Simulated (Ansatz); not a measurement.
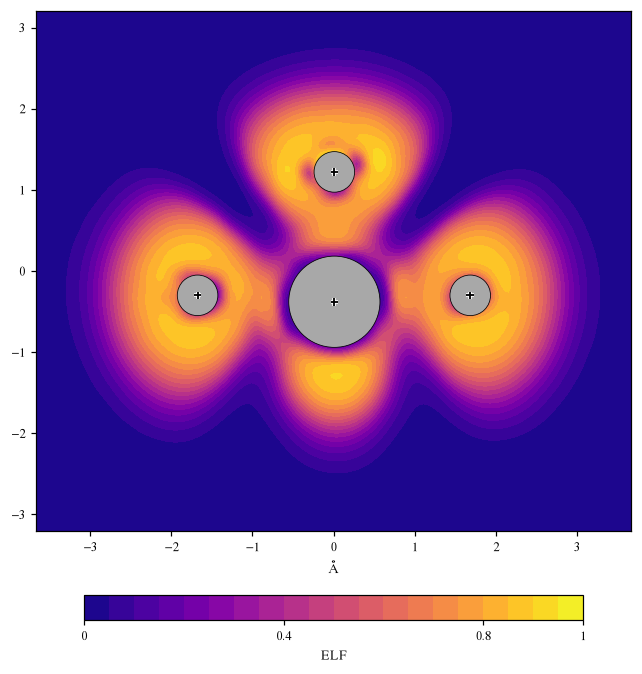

The electron localisation function on a plane through atoms (crosses mark nuclei in the plane; grey discs cover the cores).

Computed with isolated molecule in a Gaussian basis; Kohn-Sham density functional theory, functional PBE0 (Ansatz).

Candidates:
A. CH$_{8}$Si$_{3}$ (SMILES [SiH3]C1[SiH2][SiH2]1)
B. F$_{4}$S (SMILES FS(F)(F)F)
C. C$_{3}$H$_{8}$ClSi (SMILES CC[Si](C)Cl) (doublet)

Which candidate gave the map?

Answer. Candidate B: F$_{4}$S on the plane of atoms F1, S5 and F4, which holds F and S. S–F (1.60 Å): the ELF peaks at about 0.80 between the atoms: a shared but strongly polarised pair. S–F (1.69 Å): the ELF peaks at about 0.80 between the atoms, as expected for a shared but strongly polarised pair.
